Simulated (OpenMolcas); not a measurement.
**Run report: SiH₃F, single-point calculation**

SiH₃F, computed with B2PLYP/STO-3G, RKS (OpenMolcas 26.06).

The geometry comes from this level: PBE0-D4/def2-TZVP.

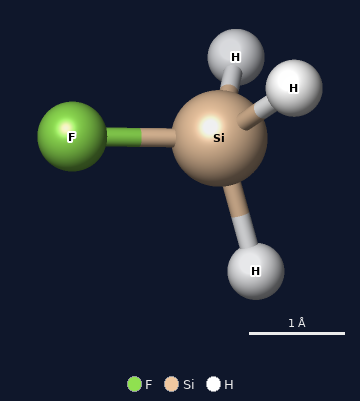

Figure 1. The input geometry (ball-and-stick view, seen at a tilt). Bond lengths as drawn: F–Si 1.60 Å and H–Si 1.48 Å.

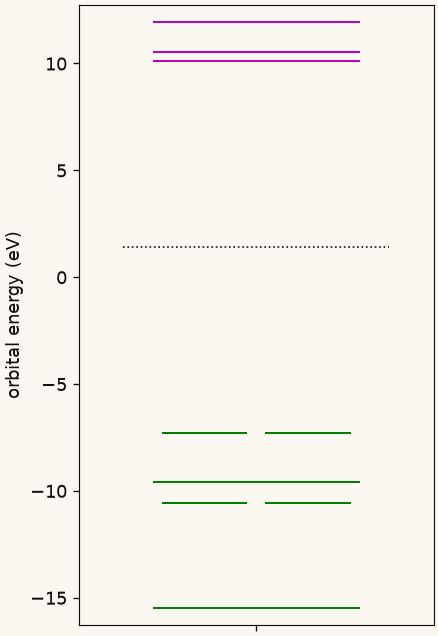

Figure 2. Orbital energies near the frontier; the dotted line parts filled from empty levels, and levels within 0.02 eV of each other stand side by side. Highest filled −7.30 eV, lowest empty 10.11 eV, 17.41 eV apart.

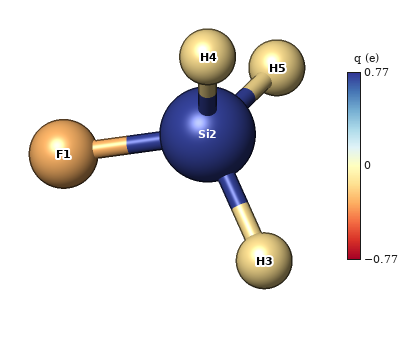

Figure 3. Mulliken charges, as the colour of each atom (ball-and-stick view, seen at a tilt; atoms are numbered from 1 in the order of the input). By element: F −0.29, Si +0.74 and H −0.15 e.

The input that produced these results follows, with the program's output.

Input
```
* FH3Si Kohn-Sham DFT
>>> EXPORT MOLCAS_PRINT=2
&GATEWAY
BasLib = $CurrDir
Coord = geom.xyz
Basis = STO-3G
Group = NoSym
&SEWARD
GridInput
Grid=UltraFine
End of Grid
&SCF
KSDFT = B2PLYP_SCF
Thresholds = 1e-10 1e-07 1e-07 1e-05
PrOrbitals = 1 1
&MBPT2
Frozen = 6
```

File geom.xyz
```
5

F     -1.274600     0.162800     0.858000
Si     0.043300    -0.019300    -0.030700
H     -0.367800    -0.192600    -1.443700
H      0.768600    -1.217900     0.451600
H      0.880500     1.193400     0.123400
```

Command:
```bash
export MOLCAS_MEM=1860
pymolcas mol.input > mol.log
```

Output
```
--- Start Module: gateway ---

                                              &GATEWAY

                       available to each process: 1.9 GB of memory, 1 thread

 Basis Set     1 Label: F.STO-3G
 Basis set is read from library:.
 basistype.tbl is not found

 Basis Set     2 Label: SI.STO-3G
 Basis set is read from library:.
 basistype.tbl is not found

 Basis Set     3 Label: H.STO-3G
 Basis set is read from library:.
 basistype.tbl is not found

++    Symmetry information:
      ---------------------

                    Character Table for C1

                             E
                    a        1  x, y, xy, Rz, z, xz, Ry, yz, Rx, I
--

++    Basis set information:
      ----------------------

      Basis set label: F.STO-3G.........

      Electronic valence basis set:
      ------------------
      Associated Effective Charge   9.000000 au
      Associated Actual Charge      9.000000 au
      Nuclear Model: Point charge

      Shell  nPrim  nBasis  Cartesian Spherical Contaminant
         s       6       2        X
         p       3       1        X

      Basis set label: SI.STO-3G.........

      Electronic valence basis set:
      ------------------
      Associated Effective Charge  14.000000 au
      Associated Actual Charge     14.000000 au
      Nuclear Model: Point charge

      Shell  nPrim  nBasis  Cartesian Spherical Contaminant
         s       9       3        X
         p       6       2        X

      Basis set label: H.STO-3G.........

      Electronic valence basis set:
      ------------------
      Associated Effective Charge   1.000000 au
      Associated Actual Charge      1.000000 au
      Nuclear Model: Point charge

      Shell  nPrim  nBasis  Cartesian Spherical Contaminant
         s       3       1        X
--

++    Molecular structure info:
      -------------------------

                    ************************************************
                    **** Cartesian Coordinates / bohr, angstrom ****
                    ************************************************

     Center  Label                x              y              z                     x              y              z
        1      F1              -2.408645       0.307647       1.621385             -1.274600       0.162800       0.858000
        2      SI2              0.081825      -0.036472      -0.058015              0.043300      -0.019300      -0.030700
        3      H3              -0.695041      -0.363961      -2.728198             -0.367800      -0.192600      -1.443700
        4      H4               1.452444      -2.301497       0.853400              0.768600      -1.217900       0.451600
        5      H5               1.663904       2.255199       0.233192              0.880500       1.193400       0.123400

                    ***************************************
                    *    InterNuclear Distances / bohr    *
                    ***************************************

               1 F1            2 SI2           3 H3            4 H4            5 H5
    1 F1       0.000000
    2 SI2      3.023449        0.000000
    3 H3       4.722961        2.800116        0.000000
    4 H4       4.722864        2.799931        4.603649        0.000000
    5 H5       4.722890        2.799916        4.603743        4.603570        0.000000

                    *******************************************
                    *    InterNuclear Distances / angstrom    *
                    *******************************************

               1 F1            2 SI2           3 H3            4 H4            5 H5
    1 F1       0.000000
    2 SI2      1.599940        0.000000
    3 H3       2.499284        1.481757        0.000000
    4 H4       2.499232        1.481660        2.436146        0.000000
    5 H5       2.499246        1.481652        2.436196        2.436104        0.000000

                    **************************************
                    *    Valence Bond Angles / degree    *
                    **************************************
                          Atom centers                 Phi
                      3 H3       2 SI2      4 H4       110.59
                      3 H3       2 SI2      5 H5       110.59
                      4 H4       2 SI2      5 H5       110.59
--

            Nuclear Potential Energy             63.04280721 au

--- Stop Module: gateway /rc=_RC_ALL_IS_WELL_ ---

--- Start Module: seward ---

                                              &SEWARD

                       available to each process: 1.9 GB of memory, 1 thread

               SEWARD will generate:
                  Multipole Moment integrals up to order  2
                  Kinetic Energy integrals
                  Nuclear Attraction integrals (point charge)
                  One-Electron Hamiltonian integrals
                  Velocity integrals
                  Orbital angular momentum around ( -0.8206   0.0882   0.5505 )
                  Velocity quadrupole around ( -0.8206   0.0882   0.5505 )
                  Two-Electron Repulsion integrals

                   Integrals are discarded if absolute value <: 1.00E-14
                   Integral cutoff threshold is set to       <: 1.00E-16

            Nuclear Potential Energy             63.04280721 au

      Basis set specifications :
      Symmetry species         a
      Basis functions           17

--- Stop Module: seward /rc=_RC_ALL_IS_WELL_ ---

--- Start Module: scf ---

                                                &SCF

                       available to each process: 1.9 GB of memory, 1 thread

 ###############################################################################
 ###     Minimized-density-differences option turned off!                    ###
 ###############################################################################
++    Input section:
      --------------

      Header of the integral files:

      Cartesian coordinates in angstrom:
      -----------------------------------------------------
      No.  Label        X            Y            Z
      -----------------------------------------------------
       1   F1        -1.27460000   0.16280000   0.85800000
       2   SI2        0.04330000  -0.01930000  -0.03070000
       3   H3        -0.36780000  -0.19260000  -1.44370000
       4   H4         0.76860000  -1.21790000   0.45160000
       5   H5         0.88050000   1.19340000   0.12340000
      -----------------------------------------------------
      Nuclear repulsion energy =   63.04280721
--

++    Orbital specifications:
      -----------------------

      Symmetry species               1
                                     a
      Frozen orbitals                0
      Occupied orbitals             13
      Secondary orbitals             4
      Deleted orbitals               0
      Total number of orbitals      17
      Number of basis functions     17
--

      Molecular charge                           0.000

      Numerical integration parameters
      --------------------------------
      Radial quadrature type:                         MHL
      Size of radial grid:                            99
      Lebedev angular grid:                           41
      Angular grid pruned with the crowding factor:  1.00E+10
                                 and fading factor:  1.00E+01
      Screening threshold for integral computation:   1.00E-11
      Radial quadrature accuracy:                     1.00E-25
      Maximum batch size:                             128
      AO values are stored on disk
      The same grid will be used for all iterations.

      DFT functional specifications
      -----------------------------
      Using Libxc version: 6.2.2
      Please cite the following reference:
      S. Lehtola, C. Steigemann, M. J.T. Oliveira, and M. A.L. Marques.,  SoftwareX 7, 1–5 (2018) doi:10.1016/j.softx.2017.11.002

      * Becke 88
        - A. D. Becke.,  Phys. Rev. A 38, 3098 (1988) doi:10.1103/PhysRevA.38.3098
      * Lee, Yang & Parr
        - C. Lee, W. Yang, and R. G. Parr.,  Phys. Rev. B 37, 785 (1988) doi:10.1103/PhysRevB.37.785
        - B. Miehlich, A. Savin, H. Stoll, and H. Preuss.,  Chem. Phys. Lett. 157, 200 (1989) doi:10.1016/0009-2614(89)87234-3

++    Optimization specifications:
      ----------------------------

      SCF Algorithm: Conventional
      D(i)-D(i-1) density differences are used
      Number of density matrices in core                 5
      Maximum number of NDDO SCF iterations            400
      Maximum number of HF SCF iterations              400
      Threshold for SCF energy change             1.00E-10
      Threshold for density matrix                1.00E-07
      Threshold for Fock matrix                   1.00E-07
      Threshold for linear dependence             1.00E-09
      Threshold at which DIIS is turned on        1.50E-01
      Maximum depth in the DIIS procedure                5
      Maximum depth in the BFGS Hessian update          30
      Threshold at which QNR/C2DIIS is turned on  7.50E-02
      Threshold for Norm(delta) (QNR/C2DIIS)      1.00E-05
      All orbitals punched on: SCFORB
--

      Input vectors read from INPORB
      Orbital file label: *Guess orbitals

++ Convergence information
                                   B2PLYP_SCF iterations: Energy and convergence statistics

Iter     Tot. B2PLYP_SCF One-elec.       Two-elec.     Energy      Max Dij or  Max Fij      DNorm      TNorm      AccCon     Time
         Energy          Energy          Energy        Change      Delta Norm                                                in Sec.
   1  -385.808410636  -679.930437170   231.079219324   0.00E+00    6.27E-01*   1.82E-01*    7.41E+00   7.59E+01   None         0.
   2  -385.990714932  -679.568202625   230.534680484  -1.82E-01*   2.25E-01*   1.06E-01*    2.42E+00   7.61E+01   EDIIS        0.
   3  -386.028111174  -680.031114579   230.960196196  -3.74E-02*   1.61E-01*   4.96E-02*    1.12E+00   7.60E+01   EDIIS        0.
   4  -386.036417432  -679.751035069   230.671810428  -8.31E-03*   6.21E-02*   2.77E-02*    5.60E-01   7.60E+01   EDIIS        0.
   5  -386.038616029  -679.922289495   230.840866256  -2.20E-03*   2.17E-03*   8.38E-03*    2.90E-01   7.60E+01   c2DIIS       0.
   6  -386.039322612  -679.864742125   230.782612305  -7.07E-04*   5.04E-04*   1.88E-04*    1.14E-02   7.60E+01   QNRc2DIIS    0.
   7  -386.039323085  -679.864391445   230.782261152  -4.73E-07*   1.84E-04*   4.78E-05*    3.02E-03   7.60E+01   QNRc2DIIS    0.
   8  -386.039323120  -679.864423456   230.782293127  -3.58E-08*   1.01E-05*   6.50E-06*    1.13E-03   7.60E+01   QNRc2DIIS    0.
   9  -386.039323121  -679.864380784   230.782250454  -2.20E-10*   6.19E-07    3.25E-07*    5.72E-05   7.60E+01   QNRc2DIIS    0.
  10  -386.039323121  -679.864380240   230.782249910  -9.66E-13    5.94E-08    3.25E-08     3.39E-06   7.60E+01   QNRc2DIIS    0.

       Convergence after  10 Iterations
--

 *****************************************************************************************************************************
 *                                             SCF/KS-DFT Program, Final results                                             *
 *                                                       Final Results                                                       *
 *****************************************************************************************************************************

::    Total KS-DFT energy                            -386.0393231206
      One-electron energy                            -679.8643802397
      Two-electron energy                             230.7822499098
      Nuclear repulsion energy                         63.0428072092
      Kinetic energy (interpolated)                   380.2685861389
      Virial theorem                                    1.0151754239
      Total spin, S(S+1)                                0.0000000000
      Total spin, S                                     0.0000000000
      Max non-diagonal density matrix element           0.0000000697
      Max non-diagonal Fock matrix element              0.0000000013

      All orbitals with orbital energies smaller than  E(LUMO)+0.5 are printed

++    Molecular orbitals:
      -------------------

      Title: RKS-DFT orbitals

      Molecular orbitals for symmetry species 1: a

          Orbital            1         2         3         4         5         6         7         8         9        10
          Energy          -66.4950  -24.9327   -5.4866   -3.6737   -3.6717   -3.6717   -1.2073   -0.5691   -0.3884   -0.3884
          Occ. No.          2.0000    2.0000    2.0000    2.0000    2.0000    2.0000    2.0000    2.0000    2.0000    2.0000

          Orbital           11        12        13        14        15        16        17
          Energy           -0.3525   -0.2683   -0.2682    0.3717    0.3878    0.4387    0.4388
          Occ. No.          2.0000    2.0000    2.0000    0.0000    0.0000    0.0000    0.0000

--

++    Molecular charges:
      ------------------

      Mulliken charges per centre and basis function type
      ---------------------------------------------------

                F1      SI2     H3      H4      H5
      1s       3.9593  5.1738  1.1490  1.1490  1.1490
      2px      1.6093  2.6163  0.0000  0.0000  0.0000
      2pz      1.7882  2.7028  0.0000  0.0000  0.0000
      2py      1.9312  2.7720  0.0000  0.0000  0.0000
      Total    9.2881 13.2649  1.1490  1.1490  1.1490

      N-E     -0.2881  0.7351 -0.1490 -0.1490 -0.1490

      Total electronic charge=   26.000000

      Total            charge=   -0.000000
--

++    Molecular properties:
      ---------------------

      Charge (e):
                      =   -0.0000
      Dipole Moment (debye):
      Origin of the operator (angstrom)=   -0.4343    0.0467    0.2913
                   X=  6.6430E-01               Y= -9.1654E-02               Z= -4.4778E-01           Total=  8.0636E-01
      Quadrupole Moment (debye*angstrom):
      Origin of the operator (angstrom)=   -0.4343    0.0467    0.2913
                  XX= -1.8315E+01              XY=  9.4163E-02              XZ=  4.5928E-01              YY= -1.7647E+01
                  YZ= -6.3528E-02              ZZ= -1.7943E+01
      In traceless form (debye*angstrom)
                  XX= -5.1962E-01              XY=  1.4124E-01              XZ=  6.8892E-01              YY=  4.8240E-01
                  YZ= -9.5293E-02              ZZ=  3.7217E-02
--

--- Stop Module: scf /rc=_RC_ALL_IS_WELL_ ---
--- Module scf spent 2 seconds ---

--- Start Module: mbpt2 ---

                                               &MBPT2

                       available to each process: 1.9 GB of memory, 1 thread

 ###############################################################################
 ###    WARNING: MP2 implementation intended for RHF references only         ###
 ###############################################################################
MBPT2 WARNING: Reference function according to RunFile:KS-DFT
I'll assume you know what you're doing and continue

WARNING!
Default frozen orbitals as non valence orbitals is overwritten by user input.
Default values:   3

      Cartesian coordinates in angstrom:
      -----------------------------------------------------
      No.  Label        X            Y            Z
      -----------------------------------------------------
       1   F1        -1.27460000   0.16280000   0.85800000
       2   SI2        0.04330000  -0.01930000  -0.03070000
       3   H3        -0.36780000  -0.19260000  -1.44370000
       4   H4         0.76860000  -1.21790000   0.45160000
       5   H5         0.88050000   1.19340000   0.12340000
      -----------------------------------------------------
      Nuclear repulsion energy =   63.04280721

      Contents of RUNFILE file:
      -------------------------

      Symmetry species                           1
                                                 a
      Number of basis functions                 17
      Frozen occupied orbitals                   6
      Active occupied orbitals                   7
      Active external orbitals                   4
      Deleted external orbitals                  0

      Reference numbers of frozen occupied orbitals according to the original input sequence
      symmetry species 1                        1  2  3  4  5  6

      Energies of the active occupied orbitals

      symmetry species 1                    -1.207320     -0.569076     -0.388391     -0.388376     -0.352543
                                            -0.268251     -0.268245

      Energies of the active external orbitals

      symmetry species 1                     0.371699      0.387778      0.438731      0.438774

      ********************************************************************************************************
      *                                               Results                                                *
      ********************************************************************************************************

 Conventional algorithm used...

       SCF energy                           =     -386.0393231206 a.u.
       Second-order correlation energy      =       -0.0762322174 a.u.

       Total energy                         =     -386.1155553380 a.u.
       Reference weight ( Cref**2 )         =        0.95448

::    Total MBPT2 energy                             -386.1155553380

       Zeroth-order energy (E0)             =     -159.7045932151 a.u.

       Shanks-type energy S1(E)             =     -386.1155810226 a.u.

       Data processing and timing information:

       Section                                              time(sec)
                                                          CPU  Elapsed

      Input data processing                              0.04      0.04
      Transformation of integrals                        0.00      0.01
      MBPT2 calculations (BJAI)                          0.00      0.00
      Total MBPT2 calculations                           0.04      0.05

--- Stop Module: mbpt2 /rc=_RC_ALL_IS_WELL_ ---

.##################.
.# Happy landing! #.
.##################.

    Timing: Wall=4.10 User=2.88 System=1.17
```

Key numbers

- outcome: converged
- total energy: −386.059906 hartree
- SCF energy: −386.039323 hartree
- correlation energy: −0.076232 hartree
- basis functions: 17
- HOMO: −7.30 eV
- LUMO: 10.11 eV
- dipole moment: 0.81 debye
- hardware: 1 thread of AMD EPYC (Zen 3), 64 GiB of memory available, shared host
- wall time: 4.5 s
- peak memory: 0.37 GiB

The record of the run, not the program, notes: the program prints the second-order term unscaled; the energy takes 0.27 of it.
